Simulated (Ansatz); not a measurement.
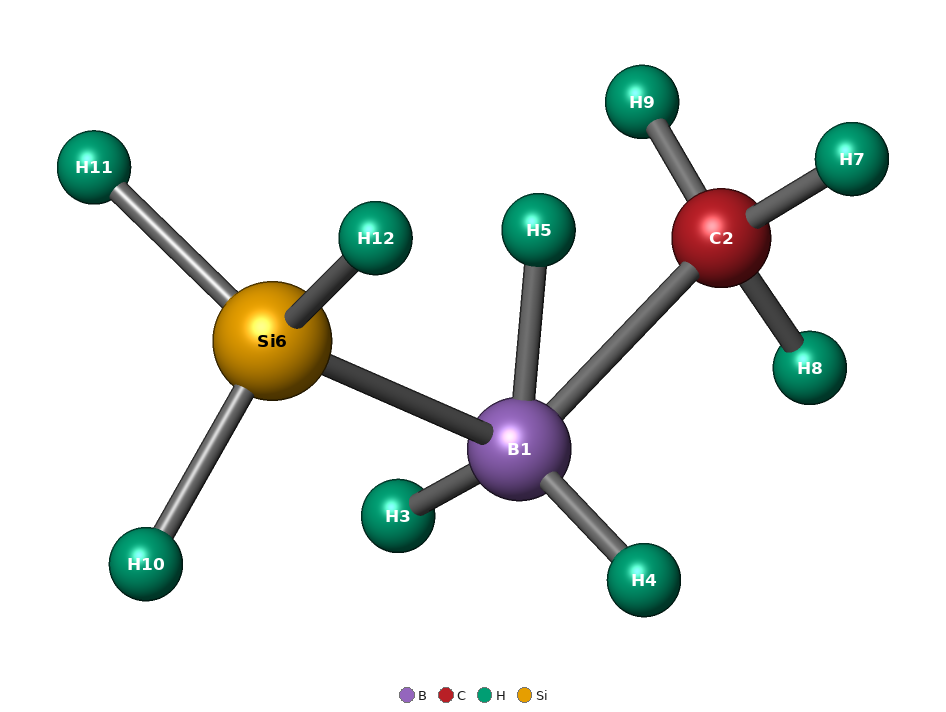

Sticks follow a distance rule. Harmonic vibrations computed with RKS PBE0-D4/def2-TZVP (Ansatz 0.2.0) at a stationary point of the same level.

> Is this a minimum or a saddle point?

A first-order saddle point: one imaginary frequency, 881i cm⁻¹.

> How many vibrational modes are there, and where do they lie?

30 modes: 881i, 139, 167, 248, 267, 480, 584, 585, 729, 822, 897, 941, 949, 965, 975, 1091, 1109, 1148, 1304, 1469, 1488, 2200, 2203, 2225, 2397, 2582, 2657, 3077, 3166, 3189 cm⁻¹.
